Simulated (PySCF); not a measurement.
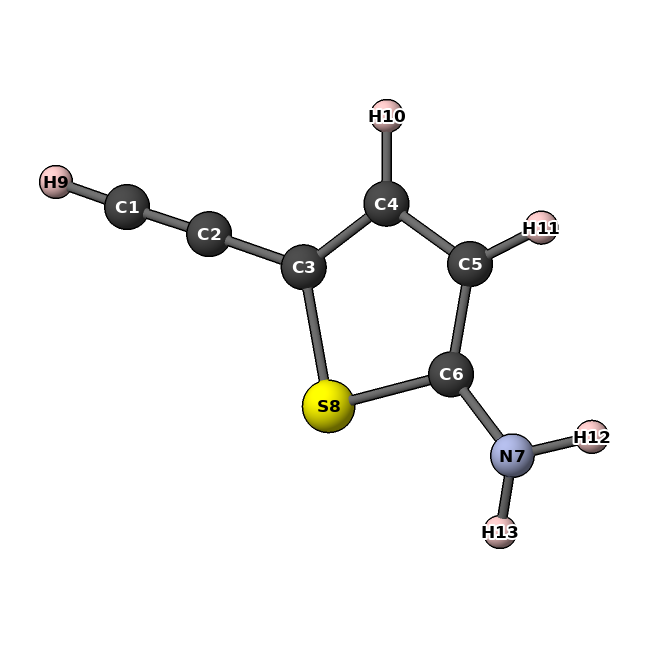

The questions are on isotropic NMR shieldings of the C atoms. Computed geometry: GFN2-xTB optimisation. No frequency run is at hand to confirm it as a minimum. Level of theory: GIAO PBE0/pcSseg-1 NMR shielding, non-relativistic, gas phase (PySCF 2.14.0).

Which C atom is the most shielded (lowest chemical shift)?

Answer. C2 (104.4 ppm).

Which C atom is the least shielded (highest chemical shift)?

Answer. C6 (23.5 ppm).

How wide is the range of C shifts?

Answer. 80.9 ppm.

Give the isotropic NMR shieldings of the C atoms atom by atom.

```
atom  σ (ppm)
  C1     97.4
  C2    104.4
  C3     72.5
  C4     45.5
  C5     80.7
  C6     23.5
```
